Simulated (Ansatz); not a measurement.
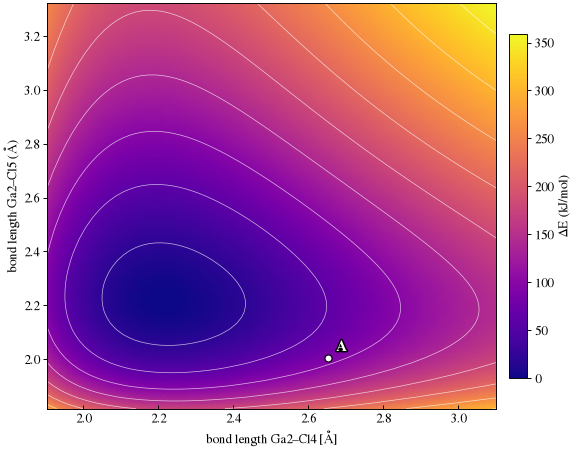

Cl4Ga, SMILES [Cl][Ga-]([Cl])([Cl])[Cl], charge −1. Coordinates scanned: (1) bond length Ga2–Cl4; (2) bond length Ga2–Cl5. Nothing is relaxed (all other coordinates rigid). The grid has 9 × 9 points. Points are written as (first, second). Energies are in kJ/mol, from the relaxed molecule at the same level. The reference is spin-restricted, which grows unreliable where a bond is stretched far. Theory: RKS PBE0-D4/def2-SVPD (Ansatz 0.2.0).

In the figure: a smooth colour map with a few white contour lines, the point A. Between grid points the surface is interpolated.

Which way does the force act at A, and how strong is it?

A, at (2.652 Å, 2.004 Å), is not a stationary point. The computed force is 192 kJ/mol for each Å towards smaller values of bond length Ga2–Cl4 and 360 kJ/mol for each Å towards larger values of bond length Ga2–Cl5.
